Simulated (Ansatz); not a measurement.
# LiH (Fm-3m): a volume series of phonon spectra, part 2 of 3

Which modes of LiH drive its thermal expansion?

What experiment has found for this phase:
- heat capacity C_P per formula unit 28.1 J/mol/K and bulk modulus 33.7 GPa near room temperature (given in “High-Throughput Prediction of Finite-Temperature Properties using the Quasi-Harmonic Approximation”, 2016, arXiv:1603.06924)

Ansatz 0.2.0; DFT LDA, scalar-relativistic, plane waves, PAW.

So far. Step 2 (A first coarse run): The start is under -4.1 GPa at this level and looks like an insulator or semiconductor on this mesh. Step 5 (Tight relaxation): The residual pressure is -6.4e-4 GPa, small enough for phonons.

The database entry behind the starting cell differs from later determinations by our own check (the deuteride, about 0.2 % short), so it need not match the best structure at ambient conditions.

## (6) Lattice dynamics at this volume, V/V0 1

Phonons at this volume give one point of F(V, T); meshes stay fixed along the series.

Contents of input.yaml:

```yaml
crystal:
  lattice:
    - [0.0, 1.9544637562, 1.9544637562]
    - [1.9544637562, 0.0, 1.9544637562]
    - [1.9544637562, 1.9544637562, 0.0]
  atoms:
    - { symbol: Li, position: [0.0, 0.0, 0.0] }
    - { symbol: H, position: [0.5, 0.5, 0.5] }
kpoints:
  mp_grid: { grid: [12, 12, 12] }
hamiltonian:
  xc: lda
scf:
  occupations: { method: fixed }
output:
  eigenvalues: true
phonons:
  method: dfpt
  dielectric: true
  rigid_motions: translations
  qmesh: [4, 4, 4]
  temperatures: { t_max: 1000, t_step: 50 }
  qpath:
    path:
      - [[0.0, 0.0, 0.0], [0.5, 0.0, 0.5], [0.625, 0.25, 0.625]]
      - [[0.375, 0.375, 0.75], [0.0, 0.0, 0.0], [0.5, 0.5, 0.5], [0.5, 0.25, 0.75], [0.5, 0.0, 0.5]]
    npoints: 10
```

Started as:

```sh
$ ansatz run input.yaml --threads 4 --pin off --max-ram 16384MiB --backend cpu --events-out ev --progress --plain --runs-dir out
```

The log of the run:

```text
[...]
Crystal: 2 atoms, lattice volume = 14.932 Å³
Basis set: ecut = 420 eV, 283 PW (Γ), exchange–correlation on 40×40×40 points (8 copies of the dense FFT grid, shifted against one another)
Bands: 6, of which v1, the nominal top of the filled ones, is band 2 counted from 1 (1 counted from 0)
Symmetry: 48 space group operations
k-points: 163 of 1728 (irreducible under 8 space group operations, time reversal used)
[...]
SCF iter   1: F=—  HF=-218.224456 eV  |F-HF|=—  |Δ(HF+E_count)|=         —  Δρ=1.27e-2  dr2=1.48e-2  ethr=1.77e-3  ⟨swp⟩=3.4  Hψ=6532  notcnv=0  defer=292
[...]
SCF iter   6: F=-218.214487 eV  HF=-218.214487 eV  |F-HF|=1.71e-13  |Δ(HF+E_count)|=  3.50e-11  Δρ=8.36e-8  dr2=4.01e-13  ethr=2.50e-12  ⟨swp⟩=5.2  Hψ=2959  notcnv=0
SCF 1 converged in 6 iterations: F = -218.214487 eV  dr2 = 4.01e-13
[...]
NSCF: frozen V_eff on 1 k-points
DFPT response loops at Γ: preconditioner auto → none (the input reference at scf.mixing.eps_inf says where Resta's filter doesn't serve); β = 0.50; Broyden in place of MSR1
── the response to a field inside a basis, on 14×14×14 k-points: an SCF that follows is theirs, and a resumed run solves both again ──
Bands: 3, of which v1, the nominal top of the filled ones, is band 2 counted from 1 (1 counted from 0)
k-points: 280 of 2744 (irreducible under 12 space group operations)
[...]
Eigensolver: Dense (280 Hₖ)
SCF iter   1: F=—  HF=-218.215038 eV  |F-HF|=—  |Δ(HF+E_count)|=         —  Δρ=3.13e-4  dr2=1.78e-6  ethr=1.00e-1
[...]
SCF iter   3: F=-218.215041 eV  HF=-218.215041 eV  |F-HF|=2.79e-10  |Δ(HF+E_count)|=   6.32e-7  Δρ=3.28e-6  dr2=2.00e-10  ethr=1.09e-8
SCF 1 converged in 3 iterations: F = -218.215041 eV  dr2 = 2.00e-10
[...]
WARN: field response: ε∞ stands inside a basis, on 14×14×14 points; the force constants stand on the 12×12×12 k-mesh, whose period is 13.89 times the interband length at k = (0.0000, -0.5000, -0.5000), direct gap 2.540 eV, under 14: take them and everything formed from them as unconverged, and compare with a denser kpoints.mp_grid
[...]
SCF converged after 6 iterations
Free energy (F): -218.214487 eV
[...]
Internal energy: -218.214487 eV  (E = F + TS)
E sigma→0 (E₀):  -218.214487 eV
Fermi energy:    1.142786 eV
[...]
--- Band table (eV; the first three rows and the last of 163) ---
[...]
--- Phonons (Γ-DFPT): 2 representative perturbations + reference, on 163 of 1728 k-points (Σ response iterations 6) ---
  k mesh reduced under 8 symmetry operations, with k and −k counted as one. Each operation leaves every solved perturbation unchanged. A smaller set is not considered because the run solves the response to a homogeneous field
  ASR residual: 3.798e-5 → 0.000e0 eV/Å²; symmetrization residual: 7.466e-9 eV/Å²
  ASR residual per site (eV/Å²): 2.27e-5 3.80e-5
  Γ frequencies (cm⁻¹): 0.00 0.00 0.00 648.18 648.18 648.18
  ε∞ (high-frequency dielectric tensor):
        4.980767    -0.000000    -0.000000
       -0.000000     4.980767     0.000000
       -0.000000     0.000000     4.980767
  ε⁰ (static dielectric tensor: ions relaxed, cell fixed):
       14.334712     0.000000     0.000000
        0.000000    14.334712    -0.000000
        0.000000    -0.000000    14.334712
  ε⁰ − ε∞ (ionic part):
        9.353945     0.000000     0.000000
        0.000000     9.353945    -0.000000
        0.000000    -0.000000     9.353945
  softest optical mode at Γ: 648.18 cm⁻¹; the repairs (sum rule, projections) moved no ω² at Γ by more than (3.20 cm⁻¹)²
  Born effective charges Z* (e; rows j = field, columns β = displacement):
    site 0:
         1.02451    0.00000    0.00000
        -0.00000    1.02451   -0.00000
         0.00000    0.00000    1.02451
    site 1:
        -1.02451   -0.00000   -0.00000
         0.00000   -1.02451    0.00000
        -0.00000   -0.00000   -1.02451
  Z* charge neutrality: 1.676e-4 e pre-enforcement
  solved inside a basis spanned on kpoints, on 14×14×14 k-points, its susceptibility summed on 16×16×16: ε∞ is read to err by 2.0e-2, Z* by 7.1e-3 e (field_mesh: kpoints solves on kpoints); Z* is corrected for what the basis lacks
  optical modes at Γ without the LO–TO term, one row a degenerate level:
      ω (cm⁻¹)  modes    IR ((D/Å)²/amu)
        648.18      3            82.5384
  optical modes at Γ + LO–TO along q̂ = [1.0000, 0.0000, 0.0000]:
      ω (cm⁻¹)  modes    IR ((D/Å)²/amu)
        648.18      2            55.0256
       1099.61      1            27.5128
  optical modes at Γ + LO–TO along q̂ = [0.0000, 1.0000, 0.0000]:
      ω (cm⁻¹)  modes    IR ((D/Å)²/amu)
        648.18      2            55.0256
       1099.61      1            27.5128
  optical modes at Γ + LO–TO along q̂ = [0.0000, 0.0000, 1.0000]:
      ω (cm⁻¹)  modes    IR ((D/Å)²/amu)
        648.18      2            55.0256
       1099.61      1            27.5128
--- Phonons (arbitrary-q DFPT): 8 irreducible q on the 4×4×4 mesh ---
  q = [0.0000, 0.0000, 0.0000] (star 1, of the zone-centre solve; hermiticity 1.10e-8, symmetrization 1.48e-14): -0.00 -0.00 0.00 648.18 648.18 648.18
  q = [0.0000, 0.0000, 0.2500] (star 8, 2 solved perturbations on 936 of 1728 k-point pairs; hermiticity 2.54e-8, symmetrization 8.02e-14): 219.20 219.20 370.20 780.44 780.44 1100.18
[...]
q = [0.0000, 0.2500, 0.2500] (star 6, 4 solved perturbations in 1608 linear systems a pass and spin channel, the states on 510 of 1728 k-point pairs; hermiticity 2.87e-8, symmetrization 7.81e-14): 259.48 259.48 364.68 768.34 768.34 1080.28
[...]
sum rule: each row above includes the acoustic sum rule's correction from the zone centre's row sums; it moved no ω² by more than (3.20 cm⁻¹)²
  mesh force constants: q→R imaginary residual 1.46e-18; ASR residual 3.798e-5 → 0.000e0 eV/Å²; symmetrization residual 2.220e-15 eV/Å²
  interpolated dispersion: 63 rows × 6 modes
  density of states and harmonic sums: on the 28×28×28 q-mesh, interpolated from the force constants of a 4×4×4 supercell (with the dipole–dipole term)
  largest difference from the sums on the solved wave vectors: F 7.07e-3 eV, S 1.13e-5 and C_V 3.87e-6 eV/K
  zero-point energy: 0.235290 eV/cell   skipped modes (ω ≤ 0): 3   left out of the sums: 2.28e-5 of the cell's modes: C_V's classical limit lies that fraction below 3 k_B per atom; for a crystal, a wire or a layer, F and S can be off by more, and a phonons.interpolated_qmesh denser along its periods is the remedy for the sampling
```

Run time: 19 s. Hardware: 4 threads of Intel Xeon Platinum 8375C at 2.90GHz (Ice Lake), shared host; peak memory 0.66 GiB.

This step gave:

* Γ frequencies: 0, 0, 0, 648.2, 648.2, 648.2 cm⁻¹ (negative: imaginary)
* lowest frequency on the path: 0 cm⁻¹
* zero-point energy: 0.2353 eV/cell
* point group: m-3m
* highest frequency: 1104 cm⁻¹
* Debye temperature from the second moment: 1299 K

LO-TO term included. The phonon branches at the labelled points (cm⁻¹):

| point | branch 1 | branch 2 | branch 3 | branch 4 | branch 5 | branch 6 |
| --- | --- | --- | --- | --- | --- | --- |
| Γ | 0 | 0 | 0 | 648 | 648 | 1100 |
| X | 337 | 337 | 450 | 862 | 862 | 1048 |
| U | 333 | 412 | 423 | 860 | 962 | 996 |
| jump to K | 333 | 412 | 423 | 860 | 962 | 996 |
| Γ | 0 | 0 | 0 | 648 | 648 | 1100 |
| L | 300 | 300 | 540 | 835 | 835 | 1077 |
| W | 374 | 403 | 403 | 914 | 960 | 960 |
| X | 337 | 337 | 450 | 862 | 862 | 1048 |

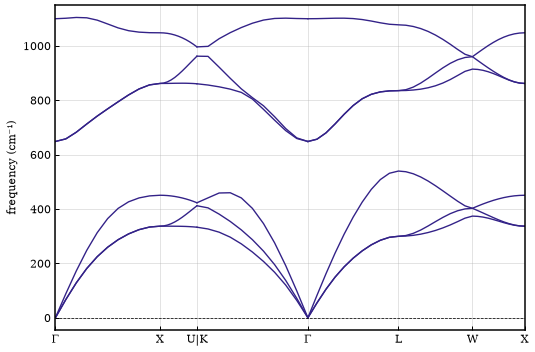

Phonon branches along the path.

The phonon density of states has structure finer than the step of the table below, so its rows give means over 50 cm⁻¹, whole bins alone (the curve runs from 5 to 1105 cm⁻¹). Peaks (cm⁻¹: height): 335.0: 0.0214, 445.0: 0.0183, 845.0: 0.0223, 1045.0: 0.0124.

Tetrahedra on 28 28 28, mean over bins of 10 cm⁻¹. Table of phonon density of states by wavenumber; means over each step:

| wavenumber (cm⁻¹) | phonon density of states (1/cm⁻¹/cell) |
| --- | --- |
| 50 | 7.1e-5 |
| 100 | 3.3e-4 |
| 150 | 9.3e-4 |
| 200 | 0.00227 |
| 250 | 0.00539 |
| 300 | 0.0153 |
| 350 | 0.0146 |
| 400 | 0.00605 |
| 450 | 0.0113 |
| 500 | 0.00345 |
| 550 | 2.9e-4 |
| 600 | 0 |
| 650 | 1.8e-4 |
| 700 | 0.00104 |
| 750 | 0.00265 |
| 800 | 0.00704 |
| 850 | 0.0186 |
| 900 | 0.00763 |
| 950 | 0.00293 |
| 1000 | 0.00404 |
| 1050 | 0.0108 |

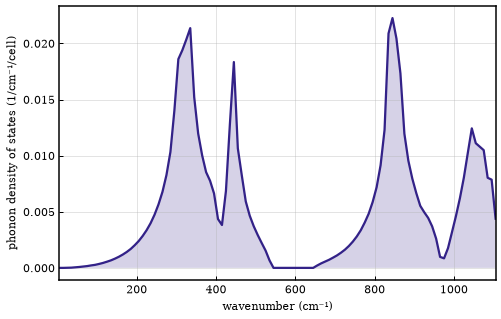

Phonon density of states, plotted against wavenumber.

Harmonic. Thermo, by row:

| T (K) | F_vib (meV/atom) | S (J/mol-atom/K) | C_V (J/mol-atom/K) |
| --- | --- | --- | --- |
| 0 | 117.7 | 0 | 0 |
| 50 | 117.6 | 0.062 | 0.243 |
| 100 | 117.5 | 0.8 | 2.51 |
| 150 | 116.7 | 2.409 | 5.611 |
| 200 | 114.9 | 4.413 | 8.396 |
| 250 | 112.1 | 6.557 | 10.86 |
| 300 | 108.1 | 8.731 | 13.01 |
| 350 | 103 | 10.88 | 14.84 |
| 400 | 96.83 | 12.96 | 16.36 |
| 450 | 89.59 | 14.96 | 17.62 |
| 500 | 81.34 | 16.88 | 18.65 |
| 550 | 72.12 | 18.69 | 19.5 |
| 600 | 61.98 | 20.42 | 20.2 |
| 650 | 50.97 | 22.06 | 20.79 |
| 700 | 39.13 | 23.62 | 21.27 |
| 750 | 26.5 | 25.1 | 21.69 |
| 800 | 13.12 | 26.52 | 22.04 |
| 850 | -0.97 | 27.86 | 22.33 |
| 900 | -15.74 | 29.14 | 22.59 |
| 950 | -31.17 | 30.37 | 22.81 |
| 1000 | -47.21 | 31.55 | 23 |

The modes has structure finer than the step of the table below, so its rows give means over 100 cm⁻¹, whole bins alone (the curve runs from -10 to 1147 cm⁻¹). Peaks (cm⁻¹: height): H 848.8: 0.0210, 1045.4: 0.0114; Li 324.8: 0.0198, 441.3: 0.0146.

Phonopy on the run's constants, 21x21x21 mesh, Gaussian sigma 8.3 cm⁻¹. The modes by wavenumber; means over each step; values in 1/cm⁻¹/cell:

| wavenumber (cm⁻¹) | H | Li |
| --- | --- | --- |
| 100 | 3.8e-5 | 3.5e-4 |
| 200 | 1.4e-4 | 0.00235 |
| 300 | 2.0e-4 | 0.0136 |
| 400 | 1.2e-4 | 0.00892 |
| 500 | 4.1e-5 | 0.00424 |
| 600 | 9.7e-6 | 4.7e-6 |
| 700 | 0.00105 | 8.8e-5 |
| 800 | 0.00900 | 1.9e-4 |
| 900 | 0.00920 | 4.4e-5 |
| 1000 | 0.00510 | 1.6e-5 |

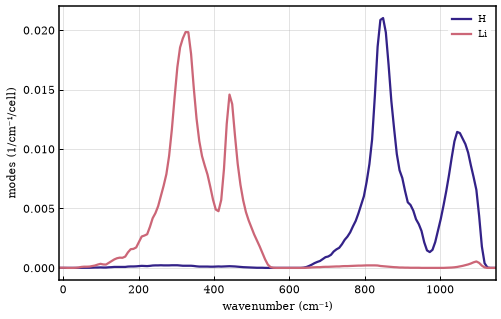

Modes, plotted against wavenumber.

Born charge (rows field, columns displacement) (e), principal values of the symmetric part by kind of site:

| atom | atoms with these values | low | middle | high | mean |
| --- | --- | --- | --- | --- | --- |
| Li1 | 1 | 1.02 | 1.02 | 1.02 | 1.02 |
| H2 | 1 | -1.02 | -1.02 | -1.02 | -1.02 |

In full for Li1:

```
1.02 0.00 0.00
0.00 1.02 0.00
0.00 0.00 1.02
```

ε∞:

```
4.98 0.00 0.00
0.00 4.98 0.00
0.00 0.00 4.98
```

No LO-TO term. The modes at Γ (shares of kinetic energy by element, %):

| mode | frequency (cm⁻¹) | symmetry | Li % | H % |
| --- | --- | --- | --- | --- |
| 1 | 0.0 | T1u | 87 | 13 |
| 2 | 0.0 | T1u | 87 | 13 |
| 3 | 0.0 | T1u | 87 | 13 |
| 4 | 648.2 | T1u | 13 | 87 |
| 5 | 648.2 | T1u | 13 | 87 |
| 6 | 648.2 | T1u | 13 | 87 |

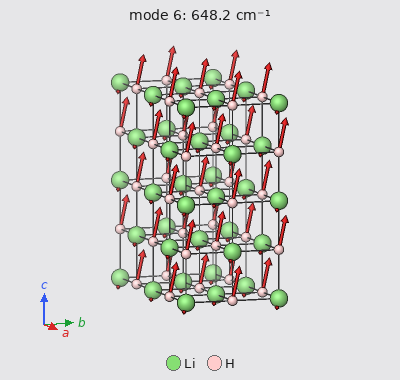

Displacement patterns of mode 6 at Γ; arrows are exaggerated. 2×1×2 conventional cells are drawn. Some periodic images of atoms are drawn too.

No mode is imaginary beyond numerical noise at the solved wavevectors.

## (7) A cell at another volume, V/V0 1.015

Symmetry fixes every atom, so a single point at the scaled cell gives the energy and pressure of this member.

input.yaml, the sections that differ from step 6:

```yaml
crystal:
  lattice:
    - [0.0, 1.9641876165, 1.9641876165]
    - [1.9641876165, 0.0, 1.9641876165]
    - [1.9641876165, 1.9641876165, 0.0]
  atoms:
    - { symbol: Li, position: [0.0, 0.0, 0.0] }
    - { symbol: H, position: [0.5, 0.5, 0.5] }
output:
  forces: true
  stress: true
  eigenvalues: true
# kpoints, hamiltonian, scf: as in step 6
# phonons: removed
```

The log of the run:

```text
[...]
Crystal: 2 atoms, lattice volume = 15.156 Å³
Basis set: ecut = 420 eV, 307 PW (Γ)
Bands: 6, of which v1, the nominal top of the filled ones, is band 2 counted from 1 (1 counted from 0)
Symmetry: 48 space group operations
[...]
k-points: 72 of 1728
[...]
SCF iter   1: F=—  HF=-218.224056 eV  |F-HF|=—  |Δ(HF+E_count)|=         —  Δρ=1.26e-2  dr2=1.50e-2  ethr=1.77e-3  ⟨swp⟩=3.3  Hψ=2868  notcnv=0  defer=122
[...]
SCF iter   6: F=-218.214074 eV  HF=-218.214074 eV  |F-HF|=1.71e-13  |Δ(HF+E_count)|=  1.19e-11  Δρ=9.45e-8  dr2=5.05e-13  ethr=2.12e-11  ⟨swp⟩=2.6  Hψ=2060  notcnv=0
SCF 1 converged in 6 iterations: F = -218.214074 eV  dr2 = 5.05e-13
[...]
SCF converged after 6 iterations
Free energy (F): -218.214074 eV
[...]
Internal energy: -218.214074 eV  (E = F + TS)
E sigma→0 (E₀):  -218.214074 eV
Fermi energy:    1.057105 eV
[...]
--- Stress (GPa, compression-positive) ---
       -0.590036       0.000000       0.000000
        0.000000      -0.590036      -0.000000
       -0.000000       0.000000      -0.590036
  P = ⅓ Tr σ = -0.5900 GPa (-5.900 kbar)
--- Band table (eV; the first three rows and the last of 72) ---
[...]
```

Elapsed: 1.5 s, on 4 threads; peak memory 0.31 GiB.

This step gave:

| Property | Result |
| --- | --- |
| pressure | -0.5900 GPa |
| gap on the k-mesh | 2.555 eV |
| volume per atom | 7.578 Å³ |

At this level the gap is 2.56 eV on the k-mesh of the self-consistent run, which can miss the band edges.

## (8) Lattice dynamics at this volume, V/V0 1.015

The same q-mesh and k-mesh are kept at every volume, so that much of their error can cancel in the differences.

input.yaml, the sections that differ from step 7:

```yaml
output:
  eigenvalues: true
phonons:
  method: dfpt
  dielectric: true
  rigid_motions: translations
  qmesh: [4, 4, 4]
  temperatures: { t_max: 1000, t_step: 50 }
  qpath:
    path:
      - [[0.0, 0.0, 0.0], [0.5, 0.0, 0.5], [0.625, 0.25, 0.625]]
      - [[0.375, 0.375, 0.75], [0.0, 0.0, 0.0], [0.5, 0.5, 0.5], [0.5, 0.25, 0.75], [0.5, 0.0, 0.5]]
    npoints: 10
# crystal, kpoints, hamiltonian, scf: as in step 7
```

The log of the run:

```text
[...]
Crystal: 2 atoms, lattice volume = 15.156 Å³
Basis set: ecut = 420 eV, 307 PW (Γ), exchange–correlation on 40×40×40 points (8 copies of the dense FFT grid, shifted against one another)
Bands: 6, of which v1, the nominal top of the filled ones, is band 2 counted from 1 (1 counted from 0)
Symmetry: 48 space group operations
k-points: 163 of 1728 (irreducible under 8 space group operations, time reversal used)
[...]
optical modes at Γ + LO–TO along q̂ = [0.0000, 1.0000, 0.0000]:
      ω (cm⁻¹)  modes    IR ((D/Å)²/amu)
        633.65      2            55.1375
       1089.18      1            27.5688
  optical modes at Γ + LO–TO along q̂ = [0.0000, 0.0000, 1.0000]:
      ω (cm⁻¹)  modes    IR ((D/Å)²/amu)
        633.65      2            55.1375
       1089.18      1            27.5688
--- Phonons (arbitrary-q DFPT): 8 irreducible q on the 4×4×4 mesh ---
[...]
interpolated dispersion: 63 rows × 6 modes
[...]
[key lines of the parts left out:]
SCF converged after 6 iterations
Free energy (F): -218.214074 eV
Fermi energy:    1.057105 eV
```

Elapsed: 18 s, on 4 threads; peak memory 0.67 GiB.

No mode is imaginary beyond numerical noise at the solved wavevectors. The highest zone-centre mode (no LO–TO term) moved by -2.2 % for a volume change of +1.5 %.

## (9) A cell at another volume, V/V0 0.985

Symmetry fixes every atom, so a single point at the scaled cell gives the energy and pressure of this member.

input.yaml, the sections that differ from step 8:

```yaml
crystal:
  lattice:
    - [0.0, 1.9446421645, 1.9446421645]
    - [1.9446421645, 0.0, 1.9446421645]
    - [1.9446421645, 1.9446421645, 0.0]
  atoms:
    - { symbol: Li, position: [0.0, 0.0, 0.0] }
    - { symbol: H, position: [0.5, 0.5, 0.5] }
output:
  forces: true
  stress: true
  eigenvalues: true
  write_density: true
  write_potential: true
  elf: true
  volumetric_format: npy
# kpoints, hamiltonian, scf: as in step 8
# phonons: removed
```

The log of the run:

```text
[...]
Crystal: 2 atoms, lattice volume = 14.708 Å³
Basis set: ecut = 420 eV, 283 PW (Γ)
Bands: 6, of which v1, the nominal top of the filled ones, is band 2 counted from 1 (1 counted from 0)
Symmetry: 48 space group operations
[...]
k-points: 72 of 1728
[...]
Free energy (F): -218.214042 eV
[...]
Internal energy: -218.214042 eV  (E = F + TS)
E sigma→0 (E₀):  -218.214042 eV
Fermi energy:    1.231121 eV
[...]
--- Stress (GPa, compression-positive) ---
        0.628104       0.000000       0.000000
        0.000000       0.628104       0.000000
        0.000000       0.000000       0.628104
  P = ⅓ Tr σ = 0.6281 GPa (6.281 kbar)
--- Band table (eV; the first three rows and the last of 72) ---
[...]
[key lines of the parts left out:]
SCF converged after 6 iterations
```

The job ended after 1.5 s (4 threads; peak memory 0.31 GiB).

The run ends at a pressure of 0.63 GPa.

## (10) Phonons, V/V0 0.985

Phonons at this volume give one point of F(V, T); meshes stay fixed along the series.

input.yaml, the sections that differ from step 9:

```yaml
output:
  eigenvalues: true
phonons:
  method: dfpt
  dielectric: true
  rigid_motions: translations
  qmesh: [4, 4, 4]
  temperatures: { t_max: 1000, t_step: 50 }
  qpath:
    path:
      - [[0.0, 0.0, 0.0], [0.5, 0.0, 0.5], [0.625, 0.25, 0.625]]
      - [[0.375, 0.375, 0.75], [0.0, 0.0, 0.0], [0.5, 0.5, 0.5], [0.5, 0.25, 0.75], [0.5, 0.0, 0.5]]
    npoints: 10
# crystal, kpoints, hamiltonian, scf: as in step 9
```

The log of the run:

```text
[...]
Crystal: 2 atoms, lattice volume = 14.708 Å³
Basis set: ecut = 420 eV, 283 PW (Γ), exchange–correlation on 40×40×40 points (8 copies of the dense FFT grid, shifted against one another)
Bands: 6, of which v1, the nominal top of the filled ones, is band 2 counted from 1 (1 counted from 0)
Symmetry: 48 space group operations
k-points: 163 of 1728 (irreducible under 8 space group operations, time reversal used)
[...]
optical modes at Γ + LO–TO along q̂ = [0.0000, 1.0000, 0.0000]:
      ω (cm⁻¹)  modes    IR ((D/Å)²/amu)
        662.90      2            54.9178
       1110.28      1            27.4589
  optical modes at Γ + LO–TO along q̂ = [0.0000, 0.0000, 1.0000]:
      ω (cm⁻¹)  modes    IR ((D/Å)²/amu)
        662.90      2            54.9178
       1110.28      1            27.4589
--- Phonons (arbitrary-q DFPT): 8 irreducible q on the 4×4×4 mesh ---
[...]
interpolated dispersion: 63 rows × 6 modes
[...]
[key lines of the parts left out:]
SCF converged after 6 iterations
Free energy (F): -218.214042 eV
Fermi energy:    1.231121 eV
```

It took 18 s on 4 threads; peak memory 0.65 GiB; 65 s of CPU time.

No mode is imaginary beyond numerical noise at the solved wavevectors. The highest zone-centre mode (no LO–TO term) moved by +2.3 % for a volume change of -1.5 %.

## (11) Single point at a scaled cell, V/V0 1.03

Symmetry fixes every atom, so a single point at the scaled cell gives the energy and pressure of this member.

input.yaml, the sections that differ from step 10:

```yaml
crystal:
  lattice:
    - [0.0, 1.9738161411, 1.9738161411]
    - [1.9738161411, 0.0, 1.9738161411]
    - [1.9738161411, 1.9738161411, 0.0]
  atoms:
    - { symbol: Li, position: [0.0, 0.0, 0.0] }
    - { symbol: H, position: [0.5, 0.5, 0.5] }
output:
  forces: true
  stress: true
  eigenvalues: true
# kpoints, hamiltonian, scf: as in step 10
# phonons: removed
```

The log of the run:

```text
[...]
Crystal: 2 atoms, lattice volume = 15.380 Å³
Basis set: ecut = 420 eV, 307 PW (Γ)
Bands: 6, of which v1, the nominal top of the filled ones, is band 2 counted from 1 (1 counted from 0)
Symmetry: 48 space group operations
[...]
k-points: 72 of 1728
[...]
Free energy (F): -218.212847 eV
[...]
Internal energy: -218.212847 eV  (E = F + TS)
E sigma→0 (E₀):  -218.212847 eV
Fermi energy:    0.973955 eV
[...]
--- Stress (GPa, compression-positive) ---
       -1.142442      -0.000000       0.000000
       -0.000000      -1.142442       0.000000
       -0.000000       0.000000      -1.142442
  P = ⅓ Tr σ = -1.1424 GPa (-11.424 kbar)
--- Band table (eV; the first three rows and the last of 72) ---
[...]
[key lines of the parts left out:]
SCF converged after 6 iterations
```

Elapsed: 0.23 s, on 4 threads; peak memory 0.31 GiB.

The run ends at a pressure of -1.14 GPa.

(Part 2 of 3 ends here.)

[Logs are printed without paths, hosts, clocks, repeated set-up lines and the standing remarks that a program may print on its own settings, such as how far it seeks lower states.]

[Hosts, paths, dates, database ids (printed as entryN), source tags and the programs' standing remarks are cut or masked in the printed files.]

[A step with changed settings may run another functional than the one named; its input shows which.]

[Of the runs on displaced cells, only some may be shown.]
